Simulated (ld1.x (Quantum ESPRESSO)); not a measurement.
Run report: Au, pseudopotential generation (part 2 of 2)

Continued. System: gold (Au, Z = 79), core [Kr] 4d10 4f14, reference valence 5s2 5p6 5d10 6s1 6p0, valence charge 19. Method: TM potential, PBE, scalar-relativistic, made with ld1.x (Quantum ESPRESSO) 7.5.

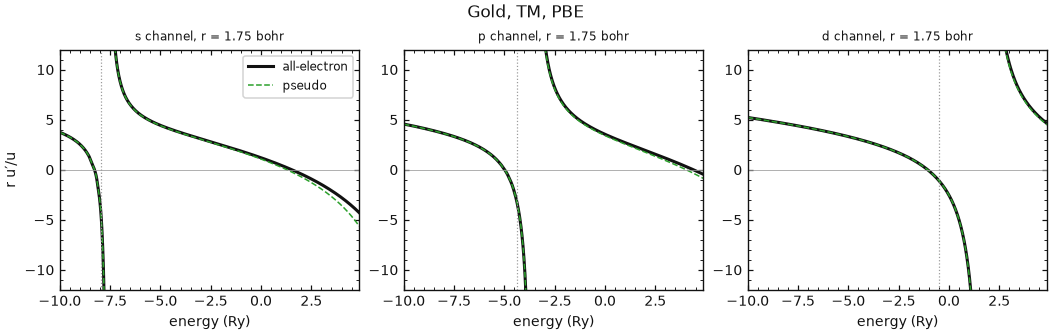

Logarithmic derivatives r u′/u at the test radius against energy, all-electron atom (solid) and pseudo-atom (dashed). Here u = r R(r). The dotted line marks the reference energy of the channel.

- Ghost states: the plot shows none: pseudo and all-electron curves have the same branches in all channels drawn. The separate test gives: no ghost state below the valence levels in the p, d, s, f channels.
- Poles, where the radial function vanishes at the test radius: s: all-electron at -7.6 Ry, pseudo at -7.6 Ry; p: all-electron at -3.6 Ry, pseudo at -3.6 Ry; d: all-electron at 1.8 Ry, pseudo at 1.8 Ry. The potential isn't sound: the pseudo-atom misses its own reference levels by up to 0.26 eV.

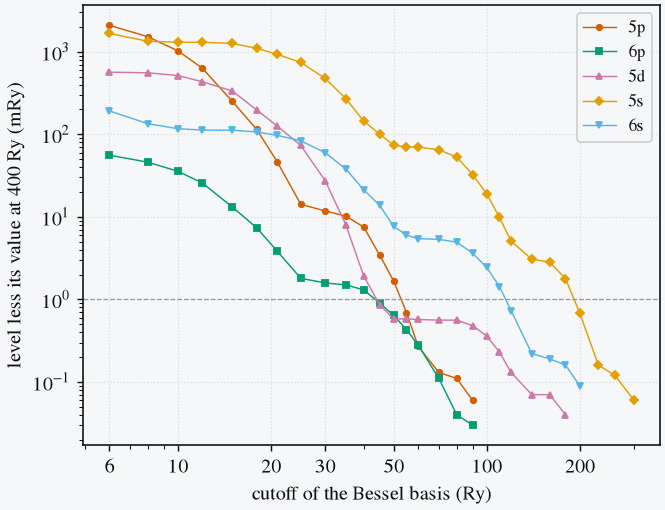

The pseudo-atom Hamiltonian at the reference potential is diagonalised in spherical Bessel functions (20 bohr box) up to the cutoff. Curves: distance of each valence level from its value at 400 Ry.

- Hardest occupied shell: 5s: its level needs 200 Ry to come within 1 mRy, against 120 Ry for 6s.
- Cutoffs for 10 and 1 mRy in the occupation-weighted sum of levels: 140 Ry and 230 Ry, on the ladder of cutoffs that was run.
- Cutoffs from which each level stays within 1 mRy: 5p: 55 Ry; 6p: 45 Ry; 5d: 45 Ry; 5s: 200 Ry; 6s: 120 Ry.

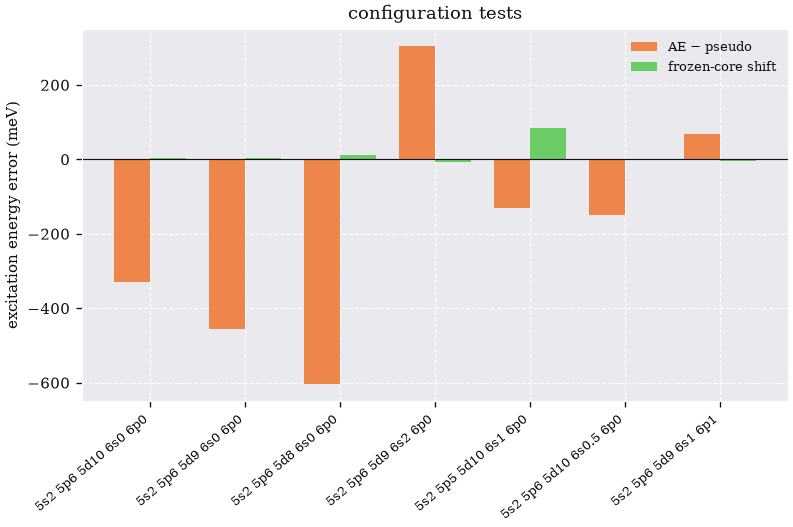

Errors, all-electron minus pseudo, of the energies of valence configurations relative to the unpolarised reference 5s2 5p6 5d10 6s1 6p0. The frozen-core shift is the all-electron excitation energy with the core held at its reference shape less the relaxed one.

- Worst configuration: 5s2 5p6 5d8 6s0 6p0 (charge +3): the error is -604 meV on an all-electron energy of +64.49 eV relative to the reference, or 0.94 %. Note that the pseudo-atom misses its own reference levels by up to 0.26 eV.
- Frozen-core shift where the error is largest: +11 meV, beside an error of -604 meV. Freezing the core raises the excitation energy, so by itself it would give an error of -11 meV; the rest, -593 meV, comes from the pseudisation.
- Errors in meV: 5s2 5p6 5d10 6s0 6p0: -330; 5s2 5p6 5d9 6s0 6p0: -456; 5s2 5p6 5d8 6s0 6p0: -604; 5s2 5p6 5d9 6s2 6p0: +305; 5s2 5p5 5d10 6s1 6p0: -131; 5s2 5p6 5d10 6s0.5 6p0: -148; 5s2 5p6 5d9 6s1 6p1: +70.

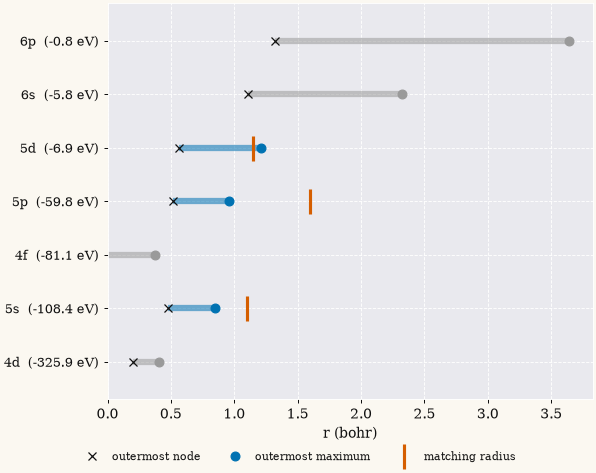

Outer shells of the all-electron reference atom: each bar runs from the outermost node (or the nucleus) to the outermost maximum of u(r); the tick is the radius chosen for the pseudo-wave. Shells without a tick have no pseudo-wave of their own. Levels, nodes and maxima are from ld1.x, scalar-relativistic.

- Radii against the shells: 5s: 1.10 bohr, outside the maximum; 5p: 1.60 bohr, outside the maximum; 5d: 1.15 bohr, between node and maximum.

Results in brief:

- outcome: generated; the pseudo-atom misses its reference levels by up to 0.26 eV (6s, which has no pseudo-wave of its own)
- reference test: the pseudo-atom misses its own reference levels by up to 0.26 eV
- cutoffs needed: 140 Ry and 230 Ry (the cutoffs, on a coarse ladder, from which the occupation-weighted sum of valence levels, in a spherical-Bessel basis at the reference potential, stays within 10 and 1 mRy of its value at 400 Ry); ghost states and empty shells don't enter this sum
- ghost test: no ghost state below the valence levels in the p, d, s, f channels (spherical-Bessel basis up to 400 Ry, 20 bohr box)
- largest excitation error: -604 meV (all-electron minus pseudo) for 5s2 5p6 5d8 6s0 6p0, out of 7 test configurations
- range over which the phases arctan(r u′/u) at the test radius agree within 0.05 rad (a looser test near the poles than one of phase shifts): s: up to about -0.1 Ry; p: up to about 2.2 Ry; d: over the whole range computed
- wall time: 3.3 s

Notes:

An excitation error of 604 meV in its own tests makes this a poorly transferable potential.
